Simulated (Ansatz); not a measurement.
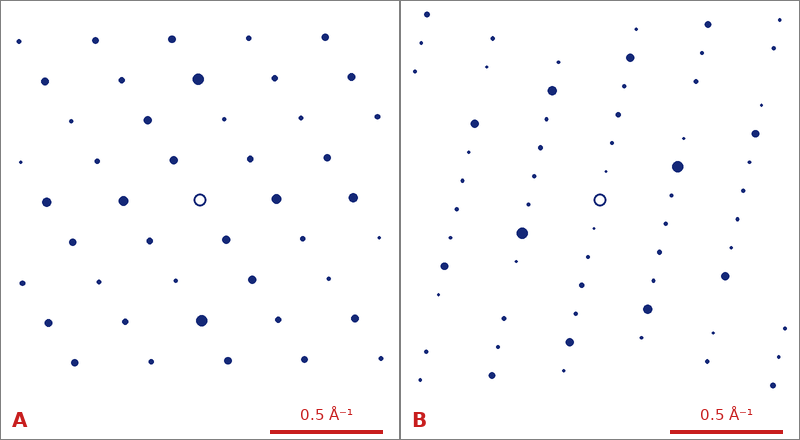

Kinematic electron diffraction patterns (300 kV, B = 0.5 Å², same scale, each along a low-index zone) of two structures of composition As3P2, each relaxed at zero pressure with DFT PBE, scalar-relativistic, plane waves, PAW in Ansatz.

The structures (standard cells):
1. R-3c (No. 167), a = 6.376 Å, c = 17.405 Å (hexagonal axes), 30 atoms; generated start, possibly hypothetical
2. R-3m (No. 166), a = 3.708 Å, c = 22.907 Å (hexagonal axes), 15 atoms; generated start, possibly hypothetical

> Which pattern belongs to which structure, and along which zone?

A is structure 1 along [100] or an equivalent direction: oblique net of 0 1 2 at d = 4.66 Å and 0 1 -4 at d = 3.42 Å, 84.2° apart (some points of this net are extinct or too weak to see). B is structure 2 along [100] or an equivalent direction: oblique net of 0 0 3 (weak) at d = 7.64 Å and 0 -1 1 (weak) at d = 3.18 Å, 82.0° apart (some points of this net are extinct or too weak to see).

> Rank the structures by their computed energy.

Structure 2 (R-3m, 18.18 Å³ an atom) is the lowest of these; structure 1 (R-3c, 20.42 Å³ an atom) lies about 220 meV an atom higher. These are static energies at 0 K; other structures, not shown, may lie lower still.
